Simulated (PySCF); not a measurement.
# What a change does: NMR shielding calculation on C$_{7}$H$_{7}$F$_{3}$O

System: C$_{7}$H$_{7}$F$_{3}$O, SMILES FC(F)(F)OC1=CC[C@@H]2C[C@H]12.
Method of run 1: GIAO PBE0/pcSseg-1 NMR shielding, non-relativistic, gas phase (PySCF 2.14.0).

The geometry comes from this level: GFN2-xTB. Text and figures count atoms from 1; the logs count them from 0 in places.

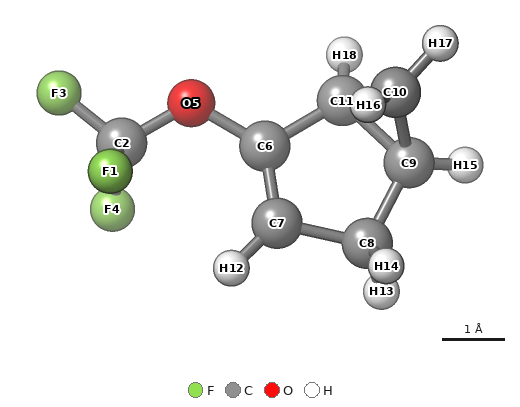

Figure 1. The input geometry (ball-and-stick view, seen on its broad side; atoms are numbered from 1 in the order of the input). Bond lengths as drawn: C–C 1.33 to 1.52 Å, C–F 1.33 to 1.35 Å, C–H 1.07 to 1.09 Å and C–O 1.32 to 1.40 Å.

**Input, run 1**
```
{"job": {"kind": "nmr", "xc": "PBE0", "basis": "pcSseg-1", "grid": 1, "pop": false}, "charge": 0, "multiplicity": 1}
F      3.003902    -0.038002    -0.415112
C      2.764728    -0.044683     0.909072
F      3.803451     0.548547     1.487374
F      2.807055    -1.339576     1.270508
O      1.658924     0.577349     1.259235
C      0.445219     0.086897     0.765151
C      0.207082    -0.927494    -0.057262
C     -1.269966    -1.118128    -0.260735
C     -1.901729     0.025127     0.516249
C     -1.562253     1.408386     0.060786
C     -0.787185     0.785182     1.193289
H      0.926439    -1.566762    -0.535812
H     -1.585171    -2.088957     0.128471
H     -1.530707    -1.086934    -1.320650
H     -2.847182    -0.153052     1.004660
H     -1.063977     1.531273    -0.888519
H     -2.246534     2.204701     0.309628
H     -0.830855     1.202444     2.185760
```

The first line tells a small driver script what to run in PySCF; the rest is the geometry in Å.

Launched with:
```bash
OMP_NUM_THREADS=1 python <driver script> task.json out
```

Hardware: 1 CPU thread, shared host.

**Output (run 1)**
```
final grid: 74648 points
cycle   1  E = -644.7460928305  dE =  2.279e+00  |g| = 1.036e+00  |ddm| = 3.938e+00
cycle   2  E = -644.5925769818  dE =  1.535e-01  |g| = 1.469e+00  |ddm| = 1.258e+00
cycle   3  E = -644.9327934289  dE = -3.402e-01  |g| = 8.885e-02  |ddm| = 7.490e-01
cycle   4  E = -644.9332883758  dE = -4.949e-04  |g| = 7.397e-02  |ddm| = 1.323e-01
cycle   5  E = -644.9343632844  dE = -1.075e-03  |g| = 1.318e-02  |ddm| = 6.368e-02
cycle   6  E = -644.9343971770  dE = -3.389e-05  |g| = 4.897e-03  |ddm| = 1.300e-02
cycle   7  E = -644.9344025110  dE = -5.334e-06  |g| = 6.756e-04  |ddm| = 4.351e-03
cycle   8  E = -644.9344025902  dE = -7.919e-08  |g| = 3.009e-04  |ddm| = 7.404e-04
cycle   9  E = -644.9344026088  dE = -1.861e-08  |g| = 6.275e-05  |ddm| = 3.157e-04
cycle  10  E = -644.9344026095  dE = -7.526e-10  |g| = 1.674e-05  |ddm| = 8.130e-05
converged SCF energy = -644.9344026095

GIAO shielding tensors (ppm)
atom      isotropic    diamagn.    paramagn.     s11        s22        s33       span
  0 F      244.103     475.216    -231.113    163.096    215.097    354.116    191.020
  1 C       56.861     236.481    -179.620     52.546     53.000     65.037     12.491
  2 F      244.536     464.469    -219.933    179.512    197.259    356.837    177.325
  3 F      247.591     472.494    -224.902    164.109    219.132    359.533    195.424
  4 O      166.566     399.029    -232.463    116.824    176.645    206.229     89.405
  5 C       24.302     253.854    -229.552    -67.850     66.373     74.385    142.235
  6 C       76.767     257.983    -181.217     -7.763     79.799    158.264    166.027
  7 C      150.050     246.213     -96.163    136.526    149.047    164.577     28.051
  8 C      169.747     255.248     -85.502    131.018    162.869    215.353     84.335
  9 C      168.404     251.426     -83.022    137.287    158.266    209.659     72.371
 10 C      160.377     249.778     -89.401    115.820    150.310    215.002     99.182
 11 H       26.779      33.061      -6.281     22.355     27.788     30.196      7.841
 12 H       28.903      29.371      -0.468     24.171     26.432     36.106     11.935
 13 H       29.177      29.110       0.066     24.932     26.914     35.684     10.752
 14 H       29.976      31.433      -1.457     23.501     26.551     39.875     16.374
 15 H       31.620      30.753       0.867     25.956     29.866     39.038     13.082
 16 H       30.773      30.350       0.423     25.342     26.423     40.554     15.212
 17 H       29.760      31.211      -1.451     23.280     27.292     38.709     15.429
```

For run 2 the input was changed thus:
```diff
-"grid": 1
```

Predict how the results change.

The energy of run 2 is 0.04 kcal/mol lower, which measures how much it depends on this numerical setting. No shielding changes by as much as 0.05 ppm. The SCF takes 14 iterations against 10.

**Output (run 2)**
```
coarse grid: 16288 points
cycle   1  E = -644.6511932105  dE =  2.274e+00  |g| = 1.034e+00  |ddm| = 3.942e+00
cycle   2  E = -644.4970900196  dE =  1.541e-01  |g| = 1.468e+00  |ddm| = 1.259e+00
cycle   3  E = -644.8376038181  dE = -3.405e-01  |g| = 9.007e-02  |ddm| = 7.509e-01
cycle   4  E = -644.8381139254  dE = -5.101e-04  |g| = 7.512e-02  |ddm| = 1.346e-01
cycle   5  E = -644.8392300088  dE = -1.116e-03  |g| = 1.332e-02  |ddm| = 6.457e-02
cycle   6  E = -644.8392645233  dE = -3.451e-05  |g| = 4.951e-03  |ddm| = 1.301e-02
cycle   7  E = -644.8392699469  dE = -5.424e-06  |g| = 6.814e-04  |ddm| = 4.362e-03
final grid: 162080 points
cycle   8  E = -644.9344345693  dE = -6.020e-05  |g| = 1.083e-02  |ddm| = 3.832e-02
cycle   9  E = -644.9344138208  dE =  2.075e-05  |g| = 1.520e-02  |ddm| = 1.961e-02
cycle  10  E = -644.9344581840  dE = -4.436e-05  |g| = 1.375e-03  |ddm| = 1.156e-02
cycle  11  E = -644.9344585499  dE = -3.659e-07  |g| = 4.499e-04  |ddm| = 1.446e-03
cycle  12  E = -644.9344585881  dE = -3.819e-08  |g| = 1.398e-04  |ddm| = 4.478e-04
cycle  13  E = -644.9344585922  dE = -4.106e-09  |g| = 4.368e-05  |ddm| = 1.313e-04
cycle  14  E = -644.9344585926  dE = -3.934e-10  |g| = 9.521e-06  |ddm| = 3.886e-05
converged SCF energy = -644.9344585926

GIAO shielding tensors (ppm)
atom      isotropic    diamagn.    paramagn.     s11        s22        s33       span
  0 F      244.094     475.220    -231.126    163.077    215.080    354.123    191.046
  1 C       56.866     236.480    -179.614     52.552     53.004     65.041     12.489
  2 F      244.529     464.468    -219.939    179.502    197.253    356.833    177.331
  3 F      247.579     472.494    -224.916    164.093    219.112    359.530    195.437
  4 O      166.564     399.028    -232.464    116.820    176.642    206.231     89.411
  5 C       24.305     253.853    -229.547    -67.839     66.371     74.384    142.224
  6 C       76.779     257.984    -181.205     -7.757     79.816    158.278    166.035
  7 C      150.062     246.218     -96.156    136.535    149.059    164.593     28.058
  8 C      169.754     255.256     -85.502    131.030    162.883    215.348     84.317
  9 C      168.406     251.438     -83.032    137.288    158.272    209.657     72.369
 10 C      160.375     249.780     -89.405    115.818    150.319    214.988     99.170
 11 H       26.780      33.060      -6.280     22.354     27.789     30.196      7.842
 12 H       28.903      29.371      -0.468     24.170     26.432     36.106     11.936
 13 H       29.176      29.109       0.067     24.932     26.913     35.684     10.752
 14 H       29.976      31.434      -1.459     23.501     26.552     39.875     16.374
 15 H       31.620      30.755       0.865     25.956     29.866     39.038     13.082
 16 H       30.772      30.351       0.422     25.341     26.423     40.553     15.212
 17 H       29.760      31.213      -1.453     23.279     27.292     38.709     15.430
```

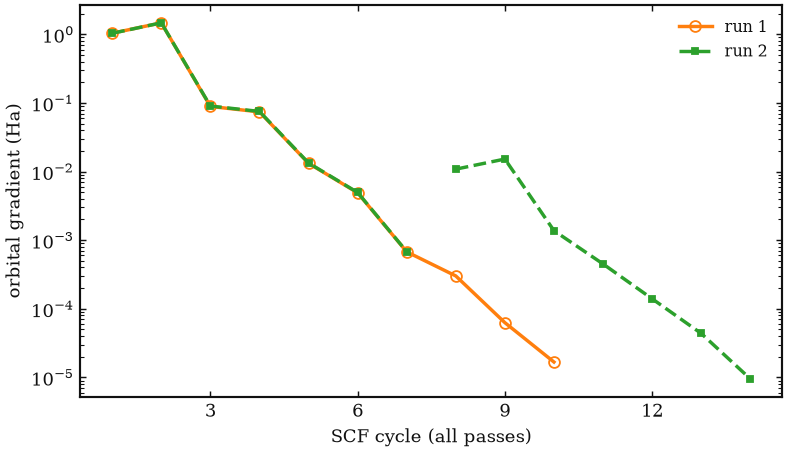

Figure 2. Convergence of the two runs: orbital gradient against the SCF cycle. A break in a curve parts two SCF passes (coarse and final grid). Run 1 takes 10 cycles in all, and run 2 takes 14.

**The two runs side by side**

| quantity | run 1 | run 2 |
| --- | --- | --- |
| outcome | converged | converged |
| total energy (hartree) | −644.934403 | −644.934459 |
| HOMO (eV) | −6.95 | −6.95 |
| LUMO (eV) | 0.23 | 0.23 |
| dipole moment (D) | 2.99 | 2.99 |
| shielding of F1 (ppm) | 244.1 | 244.1 |
| shielding of C2 (ppm) | 56.9 | 56.9 |
| shielding of F3 (ppm) | 244.5 | 244.5 |
| shielding of F4 (ppm) | 247.6 | 247.6 |
| shielding of C7 (ppm) | 76.8 | 76.8 |
| shielding of C8 (ppm) | 150.0 | 150.1 |
| shielding of C9 (ppm) | 169.7 | 169.8 |
| SCF iterations | 10 | 14 |
| basis functions | 222 | 222 |
| wall time (shared host) | 28 s | 39 s |
